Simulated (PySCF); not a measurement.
# C₂H₃FO (Acetyl fluoride): what the fields show

```yaml
atoms:
  - { symbol: C, position_ang: [-0.6385, -0.0712, -0.1213] }
  - { symbol: C, position_ang: [0.8356, -0.0390, 0.1041] }
  - { symbol: O, position_ang: [1.6403, -0.8657, -0.1543] }
  - { symbol: F, position_ang: [1.2071, 1.1257, 0.6632] }
  - { symbol: H, position_ang: [-1.1682, 0.2082, 0.8002] }
  - { symbol: H, position_ang: [-0.9443, -1.0677, -0.4577] }
  - { symbol: H, position_ang: [-0.9003, 0.6758, -0.8862] }
```

Geometry: PBE0-D3(BJ)/def2-SVP.

Method: B3LYP/def2-SVPD, SCF density, gas phase (PySCF).

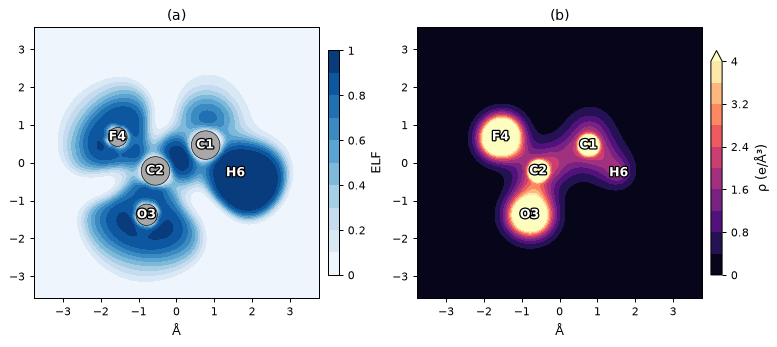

Figure 1. (a) ELF; (b) total electron density on the plane of atoms C1, C2 and F4. Grey discs cover the atomic cores in the ELF map.

Read the bonding off the picture.

- Atoms in the plane: C, O, F and H.
- C–O (1.18 Å): ρ at the midpoint is about 3.6 e/Å³; the ELF peaks at about 0.85 between the atoms: a multiple bond.
- C–F (1.34 Å): ρ at the midpoint is about 2.3 e/Å³, with its minimum of 1.8 e/Å³ about 0.5 Å from C; the ELF peaks at about 0.85 between the atoms; a shared but strongly polarised pair.
- C–C (1.49 Å): the density is about 1.8 e/Å³ at the midpoint; the ELF peaks at about 0.95 between the atoms: a covalent bond.
- C–H (1.10 Å): the density is about 2 e/Å³ at the midpoint; the ELF climbs to about 1 towards the hydrogen, as it does in any bond to H: an ordinary covalent bond to hydrogen.
- The ELF also peaks beside O3 and F4, away from the bonds: lone-pair regions.

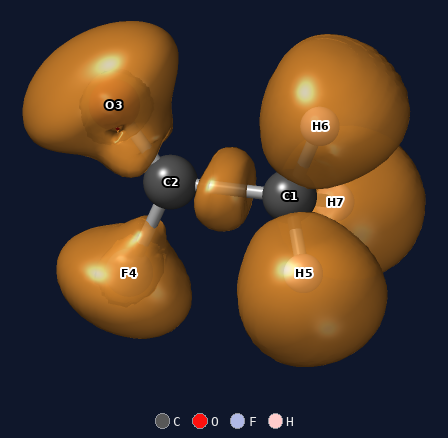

Figure 2. Isosurface of the electron localisation function at 0.75 (orange), seen at a tilt. Core shells and regions of very low density are left out.

Identify the bonds, lone pairs and shells in this picture.

At this value the surface marks out one region between bonded C–C atoms (shared pairs), three regions around hydrogen nuclei, one region on F in which the atom's valence shell and bonds are merged and one region on O in which the atom's valence shell and bonds are merged.

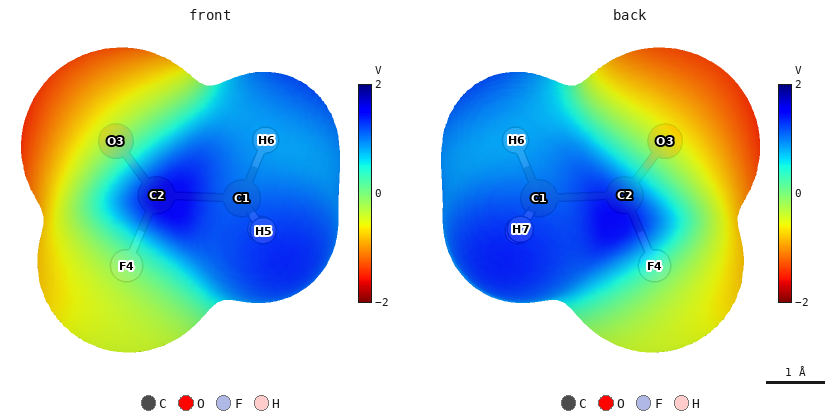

Figure 3. The electrostatic potential painted on the density surface at 0.002 e/bohr³, seen from the front and from behind; red is negative and blue positive.

Which sites attract a positive test charge, and which a negative one?

A positive charge is drawn to the negative regions and a negative charge to the positive ones. The most negative region (about −1.4 V, or −32 kcal/mol for a unit charge) lies over O3, the most positive (about +1.5 V, or +35 kcal/mol for a unit charge) over the π face of C2. O3 is the likeliest acceptor of a hydrogen bond.
